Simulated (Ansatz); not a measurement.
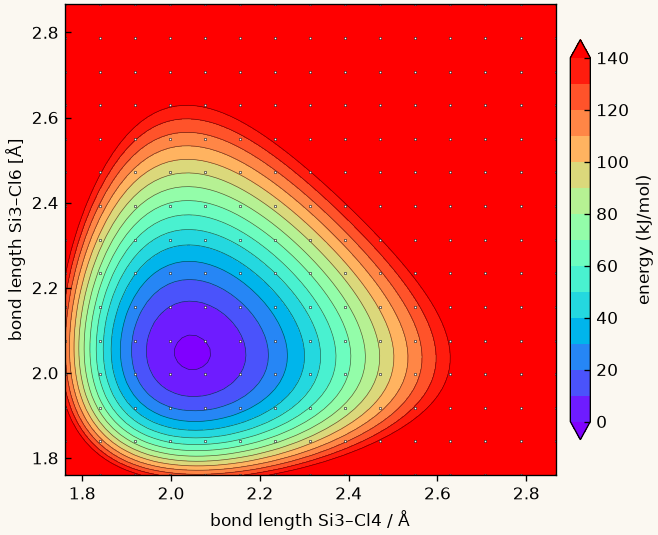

CCl3NSi, SMILES N#C[Si](Cl)(Cl)Cl. First axis: bond length Si3–Cl4. Second axis: bond length Si3–Cl6. Nothing is relaxed (all other coordinates rigid). The grid has 15 × 15 points; 120 points were computed and 105 follow by symmetry. Points are written as (first, second). Energies are in kJ/mol, from the lowest grid point. The calculation used RKS PBE-D4/def2-SVP (Ansatz 0.2.0).

In the figure: filled contours, dots at the grid points, one colour for all values above the top of the scale. Between grid points the surface is interpolated.

> Where is the minimum, and how stiff is the well along each coordinate?

The interpolated minimum is at bond length Si3–Cl4 ≈ 2.047 Å, bond length Si3–Cl6 ≈ 2.047 Å. The curvatures there are about 20 eV/Å² and 20 eV/Å², with a cross term of about 0.7 eV/Å². Round the minimum the contours are nearly round: the two directions are equally stiff and uncoupled. (1 eV is 96.5 kJ/mol.)
